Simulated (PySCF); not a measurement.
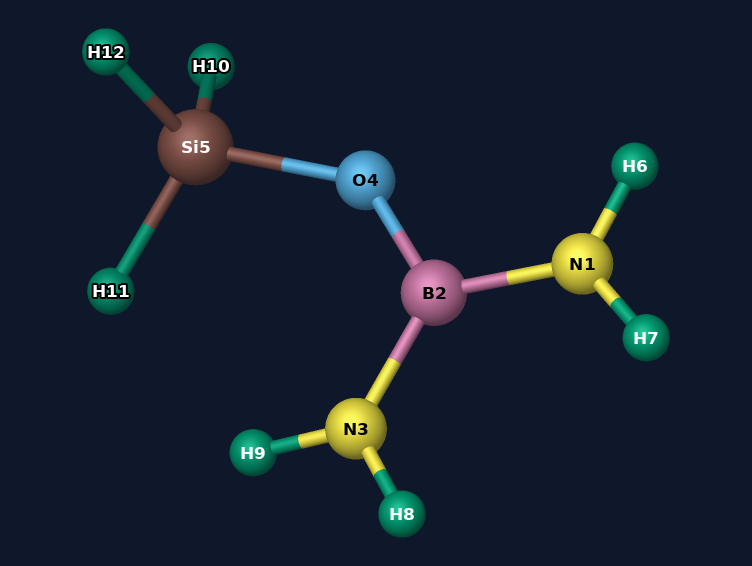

The geometry was computed by an optimisation with PBE0-D3(BJ)/def2-SVP. No frequency run is at hand to confirm it as a minimum. Properties computed with delta-SCF UKS SCAN, def2-TZVP on the ionised atom, pcseg-1 elsewhere, spin-free X2C (PySCF 2.14.0).

Give the core-electron binding energies (to vacuum; p and d levels without spin–orbit splitting) of N1 1s, B2 1s, O4 1s, Si5 1s, Si5 2p.

```
atom  level  binding energy (eV)
  N1     1s                405.1
  B2     1s                197.0
  O4     1s                538.4
 Si5     1s               1851.1
 Si5     2p                107.8
```
